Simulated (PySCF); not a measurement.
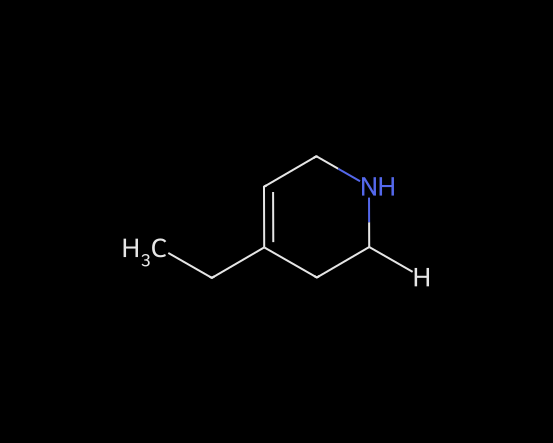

State: neutral, doublet. The computed structure is the end point of a GFN2-xTB optimisation. No frequency run is at hand to confirm it as a minimum. Properties computed with UKS B3LYP, pcH-1 on C H N, non-relativistic (PySCF 2.14.0).

Predict the main results.

The species is C₇H₁₂N (`CCC1=CCN[CH]C1`).
- ⟨S²⟩ of the determinant: 0.753
- isotropic g value: 2.00272
